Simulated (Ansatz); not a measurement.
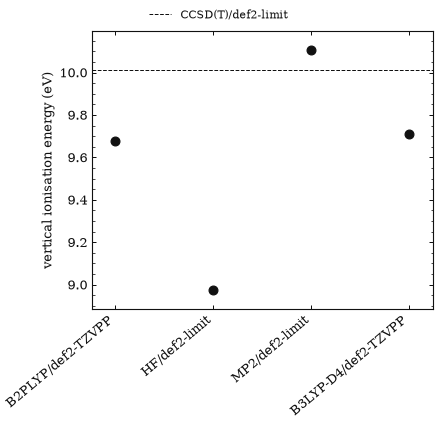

Vertical ionisation energy of GeHSCl, SMILES [SH][Ge][Cl], singlet, taken as the energy of the cation less that of the neutral at fixed geometry (unrestricted doublet cation, cores frozen in correlated methods, no spin-orbit coupling), the Ansatz code 0.2.0, at a PBE0-D4/def2-TZVP geometry (a minimum by its frequencies). Limit means an estimate of the basis limit from triple and quadruple zeta; for coupled cluster it is either extrapolated directly or built as the MP2 limit plus the step from MP2 in triple zeta. B2PLYP/def2-TZVPP holds a correlation term that converges slowly with the basis, so part of the distance to the limit is basis error.

What range do the values span, the line included?

From 8.97 eV (HF/def2-limit) to 10.10 eV (MP2/def2-limit).

Which level comes closest to the line (CCSD(T)/def2-limit), and which misses most?

Closest MP2/def2-limit (10.10 eV), against 10.01 eV; farthest HF/def2-limit (8.97 eV).

Caveats, for all or some of the runs: no scalar relativity up to krypton; outer-core shells are correlated without core-valence functions, which makes the correlated values less sure.
